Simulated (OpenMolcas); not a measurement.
# CF2 (SMILES F[C]F): PW91/cc-pCVTZ

What is the vertical ionisation energy of CF2 at PW91/cc-pCVTZ? 

The results are computed with OpenMolcas 26.06.

### 1 Starting point

CF2 has 3 atoms, charge 0, and is taken as a singlet. SMILES: `F[C]F`. The coordinates come from a GFN2-xTB relaxation.

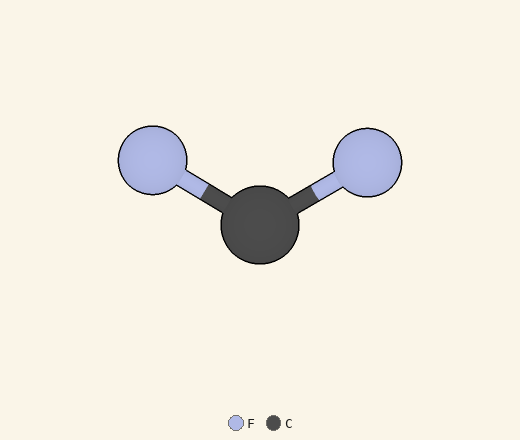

Viewed from a chosen angle; fluorine light blue, carbon dark grey.

### 2 Energy and gradient at PW91/cc-pCVTZ

Input file job.input:

```
&GATEWAY
 BasLib
 $CurrDir
 Coord
 3
 bohr
 F      0.75010789     1.95170914     0.62884416
 C      0.61760029    -0.51434566     0.28294869
 F     -1.36770818    -1.43736348    -0.91179286
 Basis
 cc-pCVTZ
 Group
 NoSym

&SEWARD

&SCF
 KSDFT
 2
 1.0 GGA_X_PW91
 1.0 GGA_C_PW91
 PrOrbitals
 1 1

&ALASKA
```

The basis set cc-pCVTZ is read from a file made from the Basis Set Exchange's data (not shown).

Run with:

```sh
$ export MOLCAS_MEM=1860
$ pymolcas job.input > job.log
```

The log of the run:

```text
--- Start Module: gateway ---
[...]
--- Stop Module: gateway /rc=_RC_ALL_IS_WELL_ ---
[...]
      Basis functions          129
[...]
--- Start Module: scf ---
[...]
       Convergence after  13 Iterations
[...]
::    Total KS-DFT energy                            -237.7191813840
[...]
      Total spin, S                                     0.0000000000
[...]
      Total electronic charge=   24.000000
      Total            charge=   -0.000000
[...]
      Dipole Moment (debye):
      Origin of the operator (angstrom)=   -0.0457    0.0381   -0.0210
                   X= -7.5011E-01               Y=  6.2640E-01               Z= -3.4347E-01           Total=  1.0359E+00
      Quadrupole Moment (debye*angstrom):
[...]
--- Stop Module: scf /rc=_RC_ALL_IS_WELL_ ---
[...]
--- Start Module: alaska ---
[...]
 *              Molecular gradients               *
 **************************************************
  Irreducible representation: a
 ------------------------------------------------------------------------------------------
                              X                       Y                       Z
 ------------------------------------------------------------------------------------------
  F1                3.54041216492025E-02    4.06245556606954E-03    1.99335596934707E-02
  C2               -4.31380451411867E-02    3.60481723175585E-02   -1.97498235666393E-02
  F3                7.73392349199753E-03   -4.01106278836263E-02   -1.83736126833089E-04
 ------------------------------------------------------------------------------------------
--- Stop Module: alaska /rc=_RC_ALL_IS_WELL_ ---
[...]
```

Wall time 22 s (1 thread of Arm Neoverse V2, shared host); peak memory 0.89 GiB.

### 3 The doublet cation, same level

Input file job.input:

```
&GATEWAY
  BasLib=$CurrDir
  Coord
  3
  bohr
  F      0.75010789     1.95170914     0.62884416
  C      0.61760029    -0.51434566     0.28294869
  F     -1.36770818    -1.43736348    -0.91179286
  Basis=cc-pCVTZ
  Group=NoSym

&SEWARD

&SCF
  UHF
  Charge=1
  Spin=2
  KSDFT=2
  1.0 GGA_X_PW91
  1.0 GGA_C_PW91
  PrOrbitals=1 1

&ALASKA
```

The basis set cc-pCVTZ is read from a file made from the Basis Set Exchange's data (not shown).

Run with:

```sh
$ export MOLCAS_MEM=1860
$ pymolcas job.input > job.log
```

The log of the run:

```text
--- Start Module: gateway ---
[...]
--- Stop Module: gateway /rc=_RC_ALL_IS_WELL_ ---
[...]
      Basis functions          129
[...]
--- Start Module: scf ---
[...]
       Convergence after  16 Iterations
[...]
::    Total KS-DFT energy                            -237.3092633705
[...]
      Total spin, S                                     0.5019574439
[...]
      Total electronic charge=   23.000000
      Total            charge=    1.000000
[...]
      Dipole Moment (debye):
      Origin of the operator (angstrom)=   -0.0457    0.0381   -0.0210
                   X=  9.7470E-01               Y= -8.1078E-01               Z=  4.4666E-01           Total=  1.3442E+00
      Center of Charge (angstrom)
[...]
--- Stop Module: scf /rc=_RC_ALL_IS_WELL_ ---
[...]
--- Start Module: alaska ---
[...]
 *              Molecular gradients               *
 **************************************************
  Irreducible representation: a
 ------------------------------------------------------------------------------------------
                              X                       Y                       Z
 ------------------------------------------------------------------------------------------
  F1               -2.04843296884949E-03    8.50771399765886E-02    8.29005904609170E-03
  C2                7.26988024455668E-02   -6.04528552786538E-02    3.33165285991841E-02
  F3               -7.06503694767147E-02   -2.46242846979658E-02   -4.16065876452576E-02
 ------------------------------------------------------------------------------------------
--- Stop Module: alaska /rc=_RC_ALL_IS_WELL_ ---
[...]
```

Wall time 27 s (1 thread of Arm Neoverse V2, shared host); peak memory 0.89 GiB.

### 4 Results

At PW91/cc-pCVTZ:

```
                                          quantity          value
                         singlet CF2: total energy  -237.71918 Eh
                        singlet CF2: dipole moment         1.04 D
                          singlet CF2: HOMO energy       -6.50 eV
                          singlet CF2: LUMO energy       -3.59 eV
                        singlet CF2: HOMO–LUMO gap        2.91 eV
             singlet CF2: largest force on an atom     3.064 eV/Å
                      doublet cation: total energy  -237.30926 Eh
doublet cation: HOMO energy (highest over α and β)      -18.20 eV
 doublet cation: LUMO energy (lowest over α and β)      -15.63 eV
                              doublet cation: ⟨S²⟩          0.754
          doublet cation: largest force on an atom     5.155 eV/Å
vertical ionisation energy (to the doublet cation)      11.154 eV
```

The vertical ionisation energy comes to 11.15 eV (257 kcal/mol). The largest force (singlet CF2) is 3.06 eV/Å: the shape isn't a stationary point for this species at this level. −ε(HOMO) before ionisation, 6.50 eV, is 4.65 eV below this ionisation energy. Mulliken charges (doublet cation) run from +0.18 on F3 to +0.64 on C2.
